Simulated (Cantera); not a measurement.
Feed: 1 mol (CH3)2SiCl2, 0.43 mol CH4, 7.1 mol H2, equilibrated at 28.0 mbar.

Method: chemical equilibrium by Gibbs-energy minimisation in Cantera with the NASA 1993 tables (ideal gas, pure condensed phases). Candidate condensed phases: C, C6H6, C7H8, C8H18, Si, SiC; 109 gas species. The feed counts by its element totals alone. The tables' values for SiCl, SiCl3 are old estimates; treat these amounts as uncertain. Gases not in the tables: Si2H6 and higher silanes. Kinetics and transport are ignored.

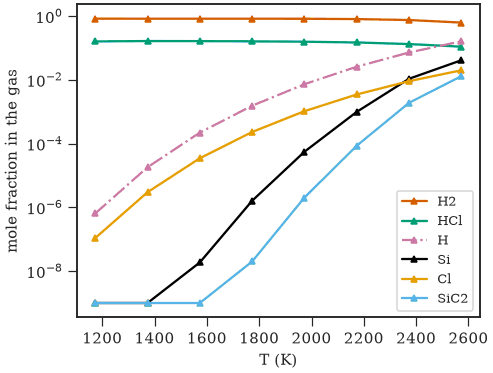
Figure. Equilibrium gas composition (values under 1e-9 drawn at 1e-9)

From 1173 K to 2373 K the condensed part is C(graphite) + SiC(s). At 2573 K the condensed part is C(graphite). The main Si-bearing gas is SiCl4 at 1173 K and Si at 2573 K. The share of Si in condensed phases is highest at 1373 K (99.3 %) and lowest at 2573 K (0.0 %).
